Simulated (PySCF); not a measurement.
# MoNH: relaxation and vibrations of the singlet

The task is one start of a wider search on MoNH: the singlet, from a PBE0 minimum start. It is relaxed, tested by its Hessian and followed downhill if it is a saddle.

The runs use PySCF 2.14.0; PBE0, basis Mo def2-TZVP with ECP28, N def2-TZVP, H def2-TZVP, scalar-relativistic core potentials, no spin–orbit coupling, density fitting.

## Step 1: Starting geometry

3 atoms, charge 0, spin multiplicity 1.

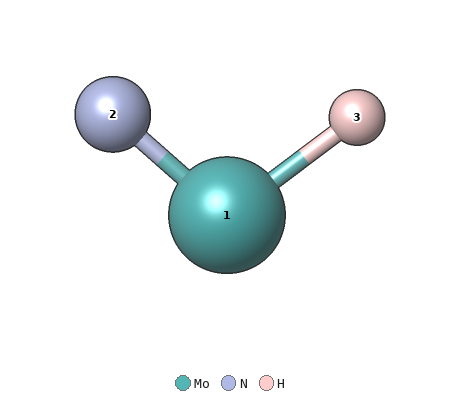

As it starts; molybdenum teal, nitrogen light blue, hydrogen pink; atoms are numbered from 1 in the order of the file.

```xyz
3
charge 0 multiplicity 1
Mo    0.1384    0.0000   -0.1394
N    -1.0751    0.0000    0.9109
H     1.4976    0.0000    0.9024
```

## Step 2: The SCF at the typed geometry

One driver script runs all steps and calls PySCF; scf.py shows how it sets up the SCF of each step. The optimiser is the driver's own. After this first run the driver tries any further starts and a stability analysis.

The input, scf.py:

```python
from pyscf import gto, scf, dft
mol = gto.M(atom='''
Mo     0.138424     0.000000    -0.139429
N     -1.075121     0.000000     0.910907
H      1.497614     0.000000     0.902406''',
    basis={'Mo': 'def2-TZVP', 'N': 'def2-TZVP', 'H': 'def2-TZVP'},
    ecp={'Mo': 'def2-TZVP'},
    charge=0, spin=0)
mf = dft.RKS(mol, xc='PBE0')
mf.grids.atom_grid = (50, 194)
aux = {'Mo': 'def2-universal-JKFIT', 'N': 'def2-universal-JKFIT', 'H': 'def2-universal-JKFIT'}
mf = mf.density_fit(auxbasis=aux)
mf.conv_tol = 1e-08
mf.diis_space = 10
mf.max_cycle = 60
mf.init_guess = 'minao'
mf.verbose = 4
mf.kernel()
```

Launch:

```console
> OMP_NUM_THREADS=2 python axn.py task.json out
```

What it wrote, shortened:

```text
[... the frontier levels of the middle cycles are left out ...]
init E= -116.937595874727
  HOMO = -0.438871766563787  LUMO = -0.396435188828155  gap/eV = 1.15476
cycle= 1 E= -123.257358701287  delta_E= -6.32  |g|= 0.718  |ddm|= 4.12
  HOMO = -0.0439438629962883  LUMO = -0.0268173199390382  gap/eV = 0.46604
cycle= 2 E= -122.618996599344  delta_E= 0.638  |g|= 1.51  |ddm|= 2.65
  HOMO = -0.216528052010686  LUMO = -0.155052640849938  gap/eV = 1.67283
cycle= 3 E= -123.278916907565  delta_E= -0.66  |g|= 0.744  |ddm|= 2.52
cycle= 4 E= -123.381174582013  delta_E= -0.102  |g|= 0.181  |ddm|= 0.325
cycle= 5 E= -123.392012443165  delta_E= -0.0108  |g|= 0.0245  |ddm|= 0.233
cycle= 6 E= -123.392191629525  delta_E= -0.000179  |g|= 0.0137  |ddm|= 0.032
cycle= 7 E= -123.392242046404  delta_E= -5.04e-05  |g|= 0.00546  |ddm|= 0.0138
cycle= 8 E= -123.392253178132  delta_E= -1.11e-05  |g|= 0.00235  |ddm|= 0.00788
cycle= 9 E= -123.392255496723  delta_E= -2.32e-06  |g|= 0.000315  |ddm|= 0.00401
cycle= 10 E= -123.392255621464  delta_E= -1.25e-07  |g|= 0.000111  |ddm|= 0.000961
cycle= 11 E= -123.392255639949  delta_E= -1.85e-08  |g|= 4.86e-05  |ddm|= 0.000409
cycle= 12 E= -123.392255641969  delta_E= -2.02e-09  |g|= 1.79e-05  |ddm|= 0.000142
  HOMO = -0.189619789995083  LUMO = -0.102002629081564  gap/eV = 2.38418
Extra cycle  E= -123.39225564121  delta_E= 7.59e-10  |g|= 6.64e-05  |ddm|= 4.28e-05
converged SCF energy = -123.39225564121
```

This step, with its further starts and checks, needed 1 s of wall time on 2 threads of Intel Xeon 6975P-C (Granite Rapids), shared host.

No lower closed-shell solution turned up in the test of internal stability.

## Step 3: Relaxation: PBE0 minimum start, singlet

The program finds Cs symmetry in the start, which this walk keeps. Threshold on the gradient: 0.0003 Eh/bohr, with a further test on the energy change.

scf.py: that of step 2 with these lines changed.

```diff
@@ -3,3 +3,3 @@
-Mo     0.138424     0.000000    -0.139429
-N     -1.075121     0.000000     0.910907
-H      1.497614     0.000000     0.902406''',
+Mo     0.138364     0.000000    -0.139554
+N     -1.075181     0.000000     0.910782
+H      1.497554     0.000000     0.902281''',
@@ -16 +15,0 @@
-mf.init_guess = 'minao'
```

The optimiser's trace:

| step | energy (Eh) | change (kJ/mol) | largest symmetric gradient (Eh/bohr) |
| --- | --- | --- | --- |
| 0 | -123.392256 | 0.00 | 0.00006 |

The walk took 0.7 s.

Geometry (Å) and forces (eV/Å) at some steps:

```
step 0
Mo   0.138   0.000  -0.140  -0.003   0.000   0.003
N   -1.075   0.000   0.911   0.003   0.000  -0.002
H    1.498   0.000   0.902   0.000   0.000  -0.001
```

It settles in Cs symmetry, 0.0 kJ/mol below the start, after 0 steps: Mo–H 1.713 Å, Mo–N 1.605 Å; H–Mo–N 101.7°.

## Step 4: Vibrations and properties at this point

The point is checked on the finer grid, and tightened if its gradient asks for it. The Hessian and the dipole derivatives come from central differences of analytic gradients, with steps of 0.02 bohr.

scf.py: that of step 3 with these lines changed.

```diff
@@ -3,3 +3,3 @@
-Mo     0.138364     0.000000    -0.139554
-N     -1.075181     0.000000     0.910782
-H      1.497554     0.000000     0.902281''',
+Mo     0.138349     0.000000    -0.139454
+N     -1.075227     0.000000     0.910724
+H      1.497614     0.000000     0.902240''',
@@ -10 +10 @@
-mf.grids.atom_grid = (50, 194)
+mf.grids.atom_grid = (75, 302)
@@ -13 +13 @@
-mf.conv_tol = 1e-08
+mf.conv_tol = 1e-10
```

This SCF starts from the last density.

Log of the central SCF (cycles and frontier levels):

```text
init E= -123.392243520999
  HOMO = -0.189614965745339  LUMO = -0.10200578447119  gap/eV = 2.38397
cycle= 1 E= -123.392243520943  delta_E= 5.69e-11  |g|= 1.77e-05  |ddm|= 1.12e-05
  HOMO = -0.189612599888536  LUMO = -0.102004321854116  gap/eV = 2.38394
cycle= 2 E= -123.392243520055  delta_E= 8.88e-10  |g|= 6.89e-05  |ddm|= 3.93e-05
  HOMO = -0.189615000735433  LUMO = -0.102005816702249  gap/eV = 2.38397
cycle= 3 E= -123.392243521004  delta_E= -9.49e-10  |g|= 2.7e-06  |ddm|= 3.12e-05
  HOMO = -0.189614683917569  LUMO = -0.102005621220082  gap/eV = 2.38396
cycle= 4 E= -123.392243521006  delta_E= -2.16e-12  |g|= 1.3e-07  |ddm|= 2.02e-06
  HOMO = -0.189614720235577  LUMO = -0.102005643276451  gap/eV = 2.38396
Extra cycle  E= -123.392243521006  delta_E= -3.98e-13  |g|= 1.95e-07  |ddm|= 3.7e-07
converged SCF energy = -123.392243521006
```

The whole step took 15 s.

Geometry: Cs; Mo–H 1.713 Å, Mo–N 1.605 Å; H–Mo–N 101.7°.

Harmonic modes (main isotopes):

| symmetry | ω (cm⁻¹) | IR (km/mol) | type |
| --- | --- | --- | --- |
| a' | 601 | 81.5 | bend |
| a' | 1195 | 89.4 | stretch |
| a' | 1840 | 209 | stretch |

No imaginary mode, so this is a minimum.

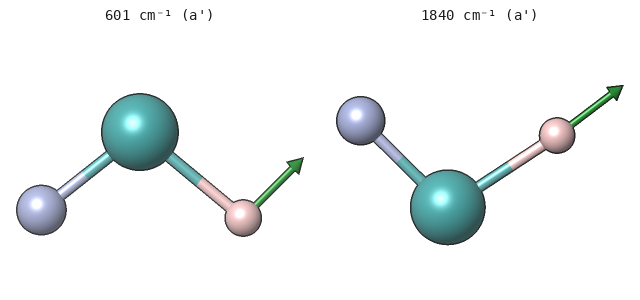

Displacements of 2 of the modes, as arrows (one member where a mode is degenerate).

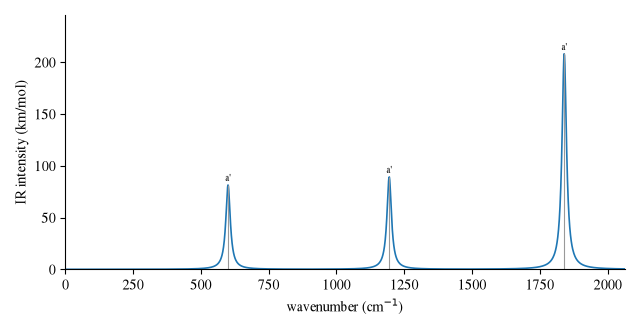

The harmonic infrared spectrum (widths in cm⁻¹). Lines are broadened to a width of 20 cm⁻¹ (Lorentzian).

Constants and moments:

- Dipole moment: 4.93 D
- Highest occupied level: -5.16 eV
- Lowest empty level: -2.78 eV
- Rotational constants: 6.062, 0.5288, 0.4863 cm⁻¹
- Zero-point energy: 21.7 kJ/mol
- Principal polarisabilities: 38.4, 42.8, 51.1 bohr³
- Atomisation energy without zero-point energy: 638 kJ/mol
- Principal traceless quadrupole moments about the centre of mass: -5.87, 0.47, 5.39 D Å
- Entropy at 298.15 K and 1 bar: 251.8 J/(mol K)
- Heat capacity Cp at 298.15 K: 38.5 J/(mol K)
- Enthalpy at 298.15 K above 0 K: 10.38 kJ/mol
- Rotational symmetry number: 1

Charges (e) and bond orders:

```csv
atom,Mulliken,Löwdin,polar tensor,Mayer order to Mo1
Mo1,0.61,0.32,0.99,–
N2,-0.49,-0.24,-0.65,2.96
H3,-0.11,-0.07,-0.34,0.95
```

Outer orbital energies (eV). occupied: -42.66, -42.40, -19.02, -8.81, -8.74, -8.47, -7.68, -5.16; empty: -2.78, -1.75, -1.17, -0.14.

Mulliken populations on Mo1 (outside its core potential): s 2.31, p 6.15, d 4.91, f 0.03.

## Step 5: A spin-polarised start

A stability analysis found the closed shell of the lowest minimum unstable towards spin polarisation, so the unrestricted solution is followed.

The program finds Cs symmetry in the start, which may break.

scf.py: that of step 4 with these lines changed.

```diff
@@ -3,3 +3,3 @@
-Mo     0.138349     0.000000    -0.139454
-N     -1.075227     0.000000     0.910724
-H      1.497614     0.000000     0.902240''',
+Mo     0.138367     0.000000    -0.139533
+N     -1.075209     0.000000     0.910645
+H      1.497632     0.000000     0.902161''',
@@ -9,2 +9,2 @@
-mf = dft.RKS(mol, xc='PBE0')
-mf.grids.atom_grid = (75, 302)
+mf = dft.UKS(mol, xc='PBE0')
+mf.grids.atom_grid = (50, 194)
@@ -13 +13 @@
-mf.conv_tol = 1e-10
+mf.conv_tol = 1e-08
```

Energy and gradient, step by step:

| step | energy (Eh) | change (kJ/mol) | largest gradient (Eh/bohr) |
| --- | --- | --- | --- |
| 0 | -123.413463 | 0.00 | 0.00446 |
| 1 | -123.413492 | -0.08 | 0.00178 |
| 2 | -123.413498 | -0.09 | 0.00039 |
| 3 | -123.413498 | -0.09 | 0.00004 |

The walk took 3.5 s.

End point (Cs, 3 steps, 0.1 kJ/mol gained): Mo–H 1.720 Å, Mo–N 1.608 Å; H–Mo–N 101.0°.

## Step 6: Vibrations and properties at this point

As before: finer grid, then central differences.

scf.py: that of step 5 with these lines changed.

```diff
@@ -3,3 +3,3 @@
-Mo     0.138367     0.000000    -0.139533
-N     -1.075209     0.000000     0.910645
-H      1.497632     0.000000     0.902161''',
+Mo     0.137792     0.000000    -0.140823
+N     -1.071201    -0.000000     0.918987
+H      1.497792     0.000000     0.911582''',
@@ -10 +10 @@
-mf.grids.atom_grid = (50, 194)
+mf.grids.atom_grid = (75, 302)
@@ -13 +13 @@
-mf.conv_tol = 1e-08
+mf.conv_tol = 1e-10
```

Log of the central SCF (cycles and frontier levels):

```text
init E= -123.413482319878
[... the frontier-level lines of each cycle are left out ...]
cycle= 1 E= -123.413482319907  delta_E= -2.96e-11  |g|= 2.75e-06  |ddm|= 9.09e-06
Extra cycle  E= -123.413482319927  delta_E= -2.01e-11  |g|= 5.44e-06  |ddm|= 9.51e-06
converged SCF energy = -123.413482319927  <S^2> = 1.0037344  2S+1 = 2.2394056
```

The whole step needed 23 s of wall time on 2 threads of Intel Xeon 6975P-C (Granite Rapids), shared host.

Geometry: Cs; Mo–H 1.720 Å, Mo–N 1.608 Å; H–Mo–N 101.0°.

Harmonic modes (main isotopes):

```json
{"symmetry": "a'", "ω (cm⁻¹)": "568", "IR (km/mol)": "56.8"}
{"symmetry": "a'", "ω (cm⁻¹)": "1193", "IR (km/mol)": "107"}
{"symmetry": "a'", "ω (cm⁻¹)": "1820", "IR (km/mol)": "184"}
```

No imaginary mode, so this is a minimum.

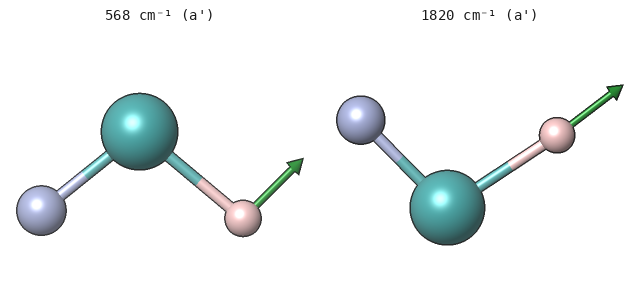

Displacements of 2 of the modes, as arrows (one member where a mode is degenerate).

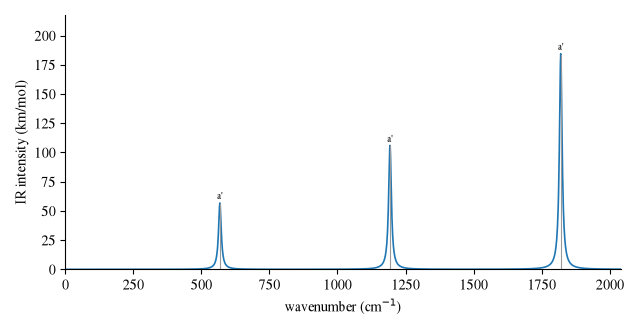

The harmonic infrared spectrum (widths in cm⁻¹). Lines are broadened to a width of 12 cm⁻¹ (Lorentzian).

Constants and moments:

```yaml
Dipole_moment: 4.49 D
Highest_occupied_level: -5.78 eV
Lowest_empty_level: -2.71 eV
Rotational_constants: 5.982, 0.5272, 0.4845 cm⁻¹
Zero-point_energy: 21.4 kJ/mol
Principal_polarisabilities: 47.5, 57.5, 57.8 bohr³
Atomisation_energy_without_zero-point_energy: 694 kJ/mol
Principal_traceless_quadrupole_moments_about_the_centre_of_mass: -4.50, 2.21, 2.29 D Å
Entropy_at_298.15_K_and_1_bar: 252.1 J/(mol K)
Heat_capacity_Cp_at_298.15_K: 38.8 J/(mol K)
Enthalpy_at_298.15_K_above_0_K: 10.43 kJ/mol
Rotational_symmetry_number: 1
Spin_squared_⟨S²⟩: 1.004
```

Populations by atom (charges in e):

| atom | Mulliken | Löwdin | polar tensor | spin (Mulliken) | Mayer order to Mo1 |
| --- | --- | --- | --- | --- | --- |
| Mo1 | 0.59 | 0.34 | 0.94 | -0.08 | – |
| N2 | -0.48 | -0.25 | -0.62 | 0.06 | 2.98 |
| H3 | -0.11 | -0.08 | -0.32 | 0.01 | 0.95 |

Mulliken populations on Mo1 (outside its core potential): s 2.58, p 6.16, d 4.64, f 0.03.

## Step 7: The points found, side by side

| spin | group | bonds | imaginary modes (cm⁻¹) | ΔE (kJ/mol) | with zero-point energy |
| --- | --- | --- | --- | --- | --- |
| broken-symmetry (Ms = 0) | Cs | Mo–H 1.720 Å, Mo–N 1.608 Å | none | 0.0 | 0.0 |
| singlet | Cs | Mo–H 1.713 Å, Mo–N 1.605 Å | none | 55.8 | 56.1 |

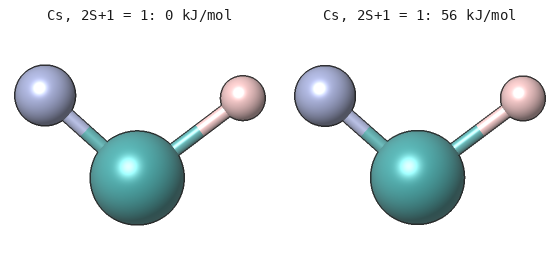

The points, lowest first (molybdenum teal, nitrogen light blue, hydrogen pink).

## Step 8: Results

```
                                          quantity                                      value
                                           minimum               broken-symmetry (Ms = 0), Cs
                                          geometry  Mo–H 1.720 Å, Mo–N 1.608 Å; H–Mo–N 101.0°
                                wavenumbers (cm⁻¹)             568 (a'), 1193 (a'), 1820 (a')
                                     dipole moment                                     4.49 D
highest occupied, lowest empty level (either spin)                            -5.78, -2.71 eV
                        polar-tensor charge of Mo1                                    +0.94 e
                                 zero-point energy                                21.4 kJ/mol
                               entropy at 298.15 K                            252.1 J/(mol K)
         atomisation energy (no zero-point energy)                                 694 kJ/mol
                                              ⟨S²⟩                                      1.004
```

What this shows: The molecule stays Cs, as typed, and the end point is a minimum. The determinant is spin-contaminated (⟨S²⟩ = 1.00 against 0.00), so it is no pure spin state. In the infrared the band at 1820 cm⁻¹ (a', stretch) leads. Only this shape and spin were tried, so other structures or states may lie lower.

The search up to here took 44 s.
